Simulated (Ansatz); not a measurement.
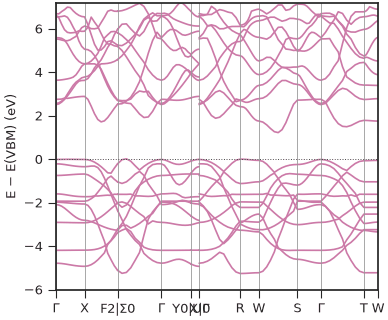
Figure: Band structure from the program Ansatz at the r²SCAN level (PAW)

The gap is 1.17 eV; an edge lies off the plotted path or next to a special point (maximum at R, minimum off the standard path).

The material is Rb$_{2}$Te$_{2}$Pt in space group Immm (No. 71; Rb on 4j, Te on 4h, Pt on 2a).

The first step of the workflow began from a Materials Project structure, measured or hypothetical; the Crystallography Open Database copy checked does not list it. Its standing as an ambient phase is unchecked. The r²SCAN relaxation kept the symmetry of its start; whether a distortion lowers the energy is not shown. The run is not spin-polarised. Spin–orbit coupling is left out wherever it is not named.

Potentials: the later of the program's two PAW sets.
